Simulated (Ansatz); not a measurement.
Input of the run:

```
crystal:
  lattice:
    - [3.612429659, 0.0, 0.0]
    - [-1.8062148295, 3.1284558541, 0.0]
    - [0.0, 0.0, 26.1305357194]
  atoms:
    - { symbol: Tl, position: [0.3333333333, 0.6666666667, 0.2870205219] }
    - { symbol: Tl, position: [0.6666666667, 0.3333333333, 0.393510261] }
    - { symbol: Tl, position: [0.3333333333, 0.6666666667, 0.5] }
    - { symbol: Tl, position: [0.6666666667, 0.3333333333, 0.606489739] }
    - { symbol: Tl, position: [0.3333333333, 0.6666666667, 0.7129794781] }
basis:
  ecutwfc: 420
kpoints:
  mp_grid: { grid: [12, 12, 1] }
hamiltonian:
  xc: pbe
scf:
  occupations: { method: gaussian, width: 0.1 }
output:
  forces: true
  eigenvalues: true
  write_density: true
  write_potential: true
  elf: true
  volumetric_format: npy
relax:
  adjacent_minimum: "off"
  f_tol: 0.02
  max_steps: 60
efield:
  axis: 3
  dipole_correction: true
  ramp_width: 0.04
```

Command:
```bash
ansatz run input.yaml --threads 2 --pin off --max-ram 5632MiB --backend cpu --events-out ev --progress --plain --runs-dir out
```

What does the potential across the slab give for the work function?

The work function is 3.47 eV, the same on both faces. The two vacuum levels agree, so the slab has no net dipole along its normal. The outermost atoms are 11.0 Å apart, which leaves 15.1 Å of vacuum in a cell 26.1 Å high.

Spin-orbit coupling is left out, which matters for Tl.

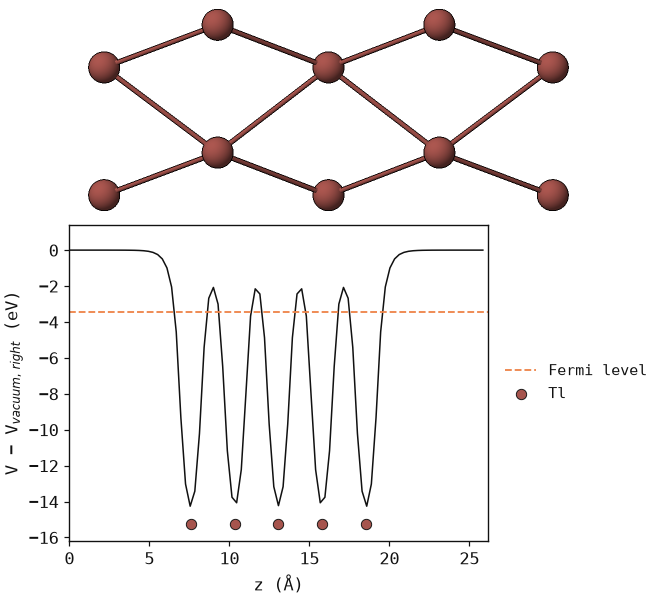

Plane-averaged electrostatic potential energy of an electron across the slab; circles at the bottom mark the heights of the atoms (positions after relaxation). The structure is drawn too.
